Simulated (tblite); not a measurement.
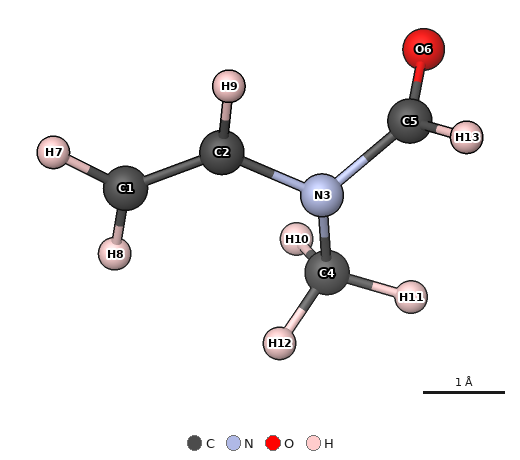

Figure 1. The structure as given in the input (ball-and-stick view, seen at a tilt; atoms are numbered from 1 in the order of the input). Bond lengths as drawn: C–C 1.33 Å, C–H 1.07 to 1.11 Å, C–N 1.39 to 1.45 Å and C–O 1.19 Å.

Saddle-point search, with input and output: C₄H₇NO

The run: saddle-point search of C₄H₇NO. Method and program: GFN2-xTB saddle search (eigenvector following) and harmonic vibrations, gas phase (tblite 0.8.0).

Input file:
```
{"job": {"xc": "GFN2-xTB", "basis": "xTB", "kind": "saddle"}, "charge": 0, "multiplicity": 1}
C      1.572395    -1.182430    -0.062434
C      0.964790    -0.166306     0.535298
N     -0.117995     0.558113     0.047384
C     -0.857703     0.031789    -1.085402
C     -0.942299     1.165049     1.035549
O     -1.677945     0.586840     1.770737
H      2.450297    -1.617473     0.377230
H      1.240232    -1.603576    -0.992997
H      1.334797     0.223934     1.474425
H     -1.284708    -0.956480    -0.883219
H     -1.663023     0.724826    -1.325879
H     -0.183959    -0.032976    -1.938546
H     -0.834881     2.268689     1.047854
```

The first line tells a small driver script what to run in tblite; the rest is the geometry in Å.

Run on 1 CPU thread, shared host.

Command:
```bash
OMP_NUM_THREADS=1 python <driver script> task.json out
```

The program's output:
```
step      E/eV     max force
  0    -518.74199   0.0505
  1    -518.74220   0.0093
  2    -518.74221   0.0014
lowest wavenumbers (cm-1): -346.3 102.3 176.1 214.2 221.9 299.1
```

Trajectory as extended XYZ (Å, eV, eV/Å), 3 frames, from step=0 to step=2:
```
13
Properties=species:S:1:pos:R:3:forces:R:3 step=0 energy=-518.74199
C     1.5724   -1.1824   -0.0624   -0.0040  -0.0010   0.0040
C     0.9648   -0.1663    0.5353    0.0010   0.0010  -0.0010
N    -0.1180    0.5581    0.0474    0.0000   0.0010   0.0000
C    -0.8577    0.0318   -1.0854    0.0000   0.0010   0.0000
C    -0.9423    1.1650    1.0355    0.0310   0.0250  -0.0310
O    -1.6779    0.5868    1.7707   -0.0300  -0.0260   0.0270
H     2.4503   -1.6175    0.3772    0.0040   0.0050  -0.0040
H     1.2402   -1.6036   -0.9930   -0.0010  -0.0040   0.0020
H     1.3348    0.2239    1.4744    0.0000   0.0010   0.0020
H    -1.2847   -0.9565   -0.8832   -0.0020   0.0020   0.0020
H    -1.6630    0.7248   -1.3259    0.0010   0.0020  -0.0010
H    -0.1840   -0.0330   -1.9385    0.0000  -0.0020  -0.0010
H    -0.8349    2.2687    1.0479    0.0010  -0.0030   0.0030
13
Properties=species:S:1:pos:R:3:forces:R:3 step=1 energy=-518.74220
C     1.5704   -1.1836   -0.0598   -0.0010   0.0000  -0.0010
C     0.9686   -0.1604    0.5316    0.0020  -0.0010   0.0000
N    -0.1167    0.5620    0.0454   -0.0020   0.0000   0.0020
C    -0.8570    0.0361   -1.0872   -0.0030  -0.0010  -0.0050
C    -0.9447    1.1569    1.0378   -0.0020  -0.0020   0.0020
O    -1.6751    0.5674    1.7704    0.0040   0.0030  -0.0040
H     2.4542   -1.6115    0.3752   -0.0010   0.0000  -0.0010
H     1.2291   -1.6171   -0.9815    0.0020   0.0020   0.0040
H     1.3466    0.2396    1.4636   -0.0010  -0.0010  -0.0030
H    -1.3049   -0.9416   -0.8773    0.0030   0.0080  -0.0030
H    -1.6469    0.7423   -1.3419    0.0060  -0.0070   0.0010
H    -0.1774   -0.0510   -1.9338   -0.0060   0.0000   0.0060
H    -0.8463    2.2611    1.0575    0.0000  -0.0020   0.0000
13
Properties=species:S:1:pos:R:3:forces:R:3 step=2 energy=-518.74221
C     1.5705   -1.1837   -0.0598    0.0000   0.0000   0.0000
C     0.9684   -0.1608    0.5318    0.0000   0.0000   0.0000
N    -0.1168    0.5616    0.0456    0.0000   0.0000   0.0000
C    -0.8570    0.0359   -1.0872    0.0000   0.0000   0.0000
C    -0.9446    1.1574    1.0377    0.0000   0.0000   0.0000
O    -1.6751    0.5687    1.7705    0.0000   0.0000   0.0000
H     2.4540   -1.6118    0.3753    0.0000   0.0000   0.0000
H     1.2295   -1.6166   -0.9818    0.0000   0.0000   0.0000
H     1.3460    0.2387    1.4641    0.0000   0.0000   0.0000
H    -1.3031   -0.9425   -0.8782    0.0000  -0.0010   0.0000
H    -1.6480    0.7408   -1.3406    0.0000   0.0010   0.0000
H    -0.1781   -0.0493   -1.9342    0.0010   0.0000  -0.0010
H    -0.8457    2.2615    1.0567    0.0000   0.0000   0.0000
```

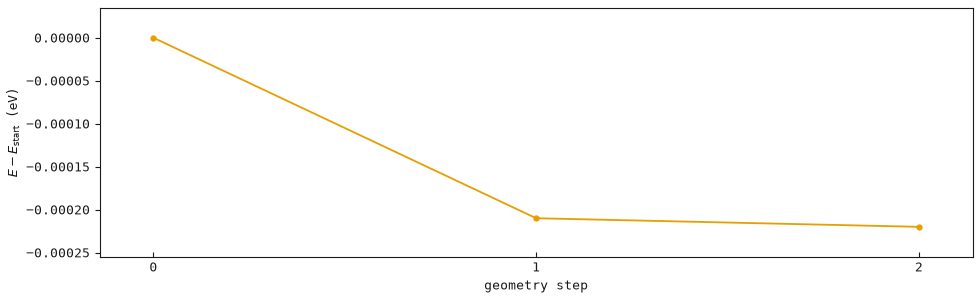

Figure 2. Progress of the saddle-point search, step by step (steps are counted from 0).

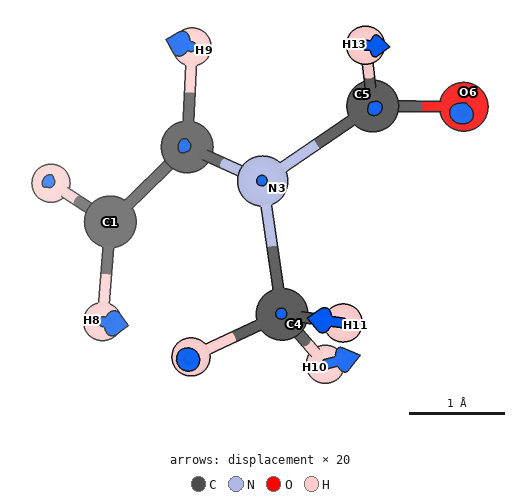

Figure 3. The starting structure with the displacements as blue arrows, magnified 20 times (ball-and-stick view, seen at a tilt). The two geometries are laid on each other by the best rigid fit. H11 moves most after the best rigid fit: 0.026 Å. Largest moves by element: H 0.026 Å, O 0.018 Å, C 0.008 Å, N 0.004 Å. The energy falls by next to nothing (0.0 eV) in 2 geometry steps. The largest force component goes from 0.031 to 0.001 eV/Å. (Atoms are counted from 1 in the order of the input.)

Results in brief:

```csv
quantity,value
outcome,converged
total energy,−518.7422 eV
point group,C1
wall time,1.2 s
peak memory,0.19 GiB
```
